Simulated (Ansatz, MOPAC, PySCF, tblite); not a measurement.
Breaking a bond: OH, doublet.

Methods: UKS-M06-2X/6-31G* = unrestricted M06-2X/6-31G*, spherical d (PySCF); GFN2-xTB, 300 K electronic temperature (tblite); UCCSDT = Ansatz (a first-principles code) with CCSDT on UHF/cc-pVTZ, frozen core; PM3, unrestricted, heats of formation (MOPAC).

Energies are in kJ/mol, each relative to the lowest point of its own curve near equilibrium.

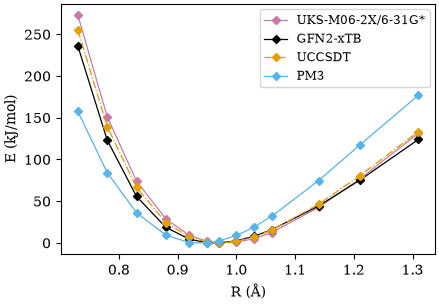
Fig. 1. Energy against bond length for each method.

| R / Å | UKS-M06-2X/6-31G* | GFN2-xTB | UCCSDT | PM3 |
|---|---|---|---|---|
| 0.73 | 273.1 | 236.2 | 255.5 | 157.7 |
| 0.78 | 151.4 | 123.4 | 139.5 | 84.3 |
| 0.83 | 74.1 | 55.7 | 66.6 | 36.2 |
| 0.88 | 28.7 | 18.7 | 24.4 | 9.3 |
| 0.92 | 9.1 | 4.4 | 7.0 | 0.4 |
| 0.95 | 1.9 | 0.3 | 1.1 | 0.0 |
| 0.97 | 0.0 | 0.0 | 0.0 | 2.3 |
| 1.00 | 0.8 | 2.5 | 1.8 | 9.0 |
| 1.03 | 5.2 | 8.0 | 7.1 | 19.0 |
| 1.06 | 12.5 | 15.8 | 15.2 | 31.8 |
| 1.14 | 42.5 | 44.3 | 46.3 | 74.8 |
| 1.21 | 76.6 | 75.2 | 80.5 | 117.3 |
| 1.31 | 131.4 | 124.0 | 133.4 | 177.0 |

At the longest distance, 1.31 Å, PM3 lies highest above its minimum (177.0 kJ/mol) and GFN2-xTB lowest (124.0 kJ/mol).

The scan ran from 0.73 to 3.95 Å; beyond the distances shown one of the unrestricted levels run for this scan, shown here or not, changes its spin distribution in one step. The unrestricted determinant behind UCCSDT is spin-contaminated at 1.31 Å (<S²> up to 0.9, against 0.75 for a pure doublet).
